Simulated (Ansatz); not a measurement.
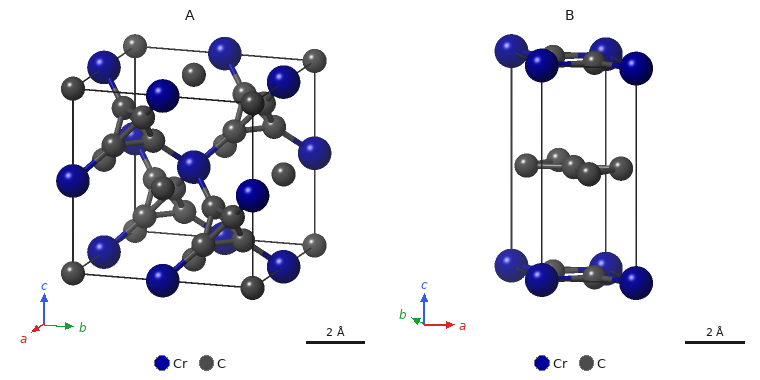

Two structures of CrC₅, each relaxed to rest (conventional cells in solid outline, small ones repeated, not to one scale). Method: DFT PBE, scalar-relativistic, plane waves, PAW in Ansatz, with collinear spins.

**What are the two structures?**

A: 24 atoms a cell on a face-centred cubic lattice, F-43m. B: CaCu₅ type, P6/mmm.

**Which has the lower energy, and by how much?**

A is lower, by 193 meV/atom at this level of theory (energies at zero smearing). Volumes: A 11.9, B 11.8 Å³/atom.

One or both may be structure types tried for this composition rather than known phases.
